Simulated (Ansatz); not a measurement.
**C₃H₁₁NSi (SMILES CCC[SiH2]N): density, localisation and related maps**

Input

```
crystal:
  periodic: [false, false, false]
  atoms:
    - symbol: C
      position_ang: [0.770348, -0.602127, -0.447375]
    - symbol: C
      position_ang: [-0.018446, 0.189731, -1.505343]
    - symbol: C
      position_ang: [-0.075507, 1.712665, -1.231267]
    - symbol: "N"
      position_ang: [-2.568576, 1.427262, 0.341891]
    - symbol: Si
      position_ang: [-1.010694, 2.242340, 0.337083]
    - symbol: H
      position_ang: [1.809067, -0.221520, -0.350795]
    - symbol: H
      position_ang: [0.295941, -0.529331, 0.552248]
    - symbol: H
      position_ang: [0.829427, -1.677883, -0.709897]
    - symbol: H
      position_ang: [-1.054621, -0.206573, -1.556893]
    - symbol: H
      position_ang: [0.432943, 0.014033, -2.506140]
    - symbol: H
      position_ang: [-0.562525, 2.233941, -2.085761]
    - symbol: H
      position_ang: [0.951529, 2.139218, -1.176823]
    - symbol: H
      position_ang: [-0.327068, 1.825187, 1.606842]
    - symbol: H
      position_ang: [-1.051057, 3.754624, 0.338054]
    - symbol: H
      position_ang: [-3.201503, 1.600549, -0.446067]
    - symbol: H
      position_ang: [-3.109684, 1.427377, 1.212182]
basis:
  gaussian:
    orbitals: def2-SVPD
hamiltonian:
  xc: pbe0
output: {forces: true, orbitals: {seedname: orbitals}}
```

Command:

```sh
ansatz run input.yaml --threads 2 --pin off --max-ram 4350MiB --events-out events.jsonl --progress --plain --runs-dir runs
```

Geometry: BLYP-D3(BJ)/def2-SVP.

The calculation used isolated molecule in a Gaussian basis; Kohn-Sham density functional theory, functional PBE0 (Ansatz).

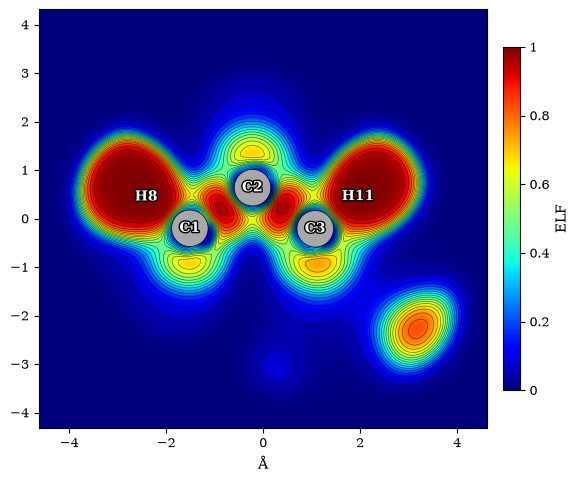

Figure 1. ELF on the plane of atoms C2, C1 and H8. Grey discs cover the atomic cores.

> What does the map show?

- Atoms in the plane: C and H.
- C–C (1.54 Å): the ELF peaks at about 0.95 between the atoms: a covalent bond.
- C–H (1.11 Å): the ELF climbs to about 1 towards the hydrogen, as it does in any bond to H (a covalent bond by its length).

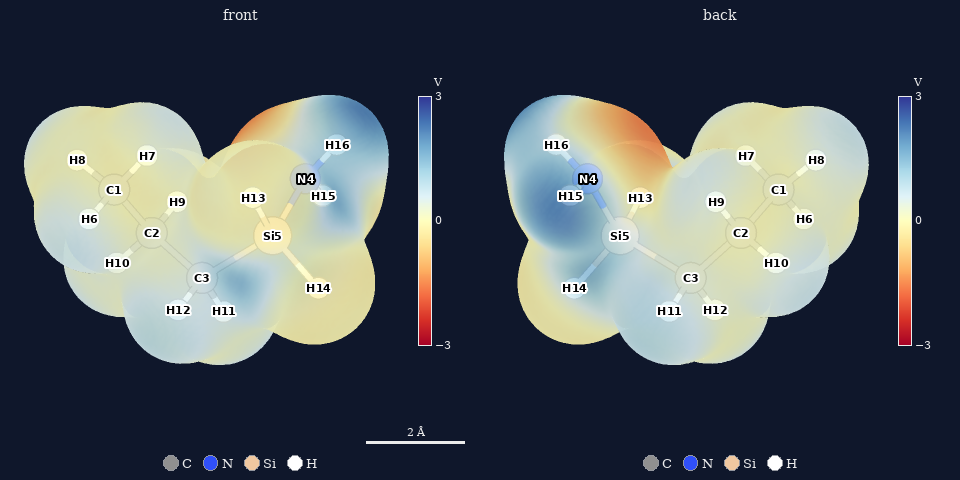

Figure 2. The electrostatic potential painted on the density surface at 0.004 e/bohr³, seen from the front and from behind; red is negative and blue positive.

> Where is the surface potential most negative and most positive?

The most negative region (about −1.5 V) lies over N4, the most positive (about +2.2 V) over H15 and H16. N4 is the likeliest acceptor of a hydrogen bond.

> What dipole moment does the calculation give?

Its dipole moment is 0.98 D.

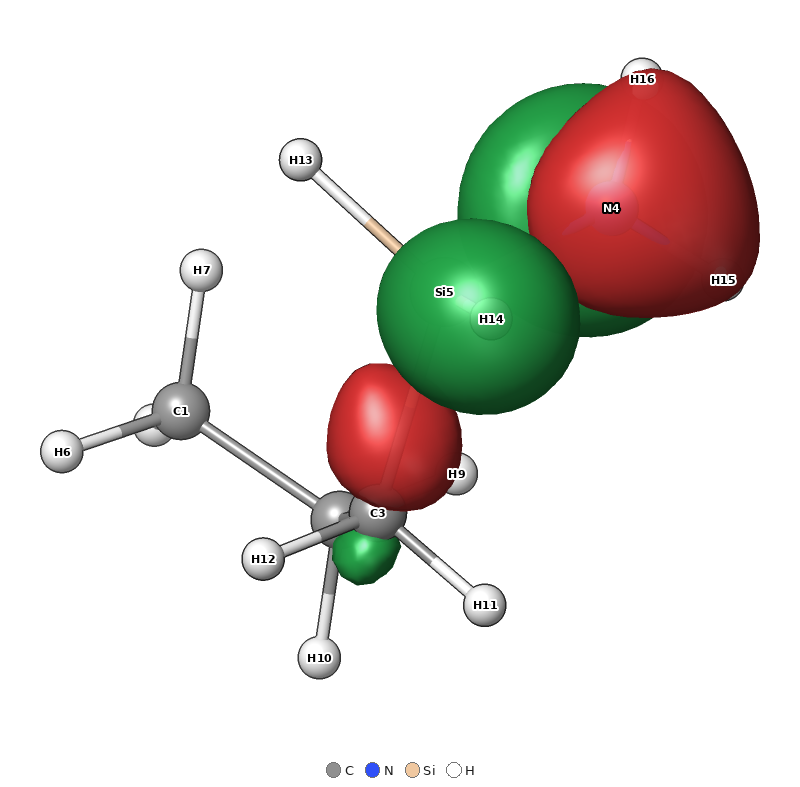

Figure 3. The HOMO at ±0.15 Å⁻³ᐟ² (green and red are the two phases), seen at an oblique angle.

> Where does this orbital lie, and at what energy?

It lies mainly on N4 (about 60 %), Si5 (about 15 %) and H14 (about 10 %). Its energy is −7.30 eV.

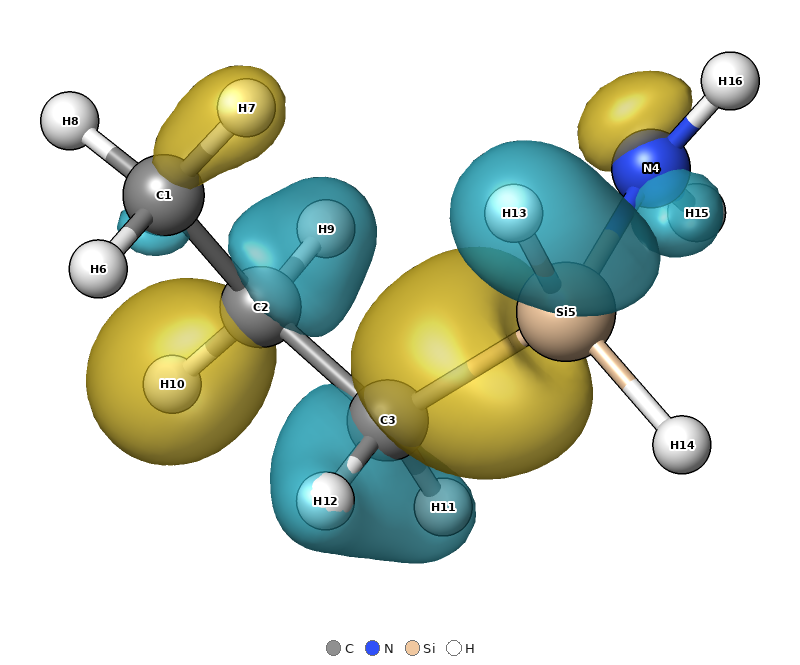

Figure 4. The HOMO−1 at ±0.15 Å⁻³ᐟ² (yellow and cyan are the two phases), seen across its widest extent.

> Describe this orbital and give its energy.

By Hirshfeld shares it lies mainly on C3 (about 25 %), Si5 (about 20 %), C2 (about 15 %), H10 (about 10 %) and H13 (about 5 %). Its energy is −8.27 eV.
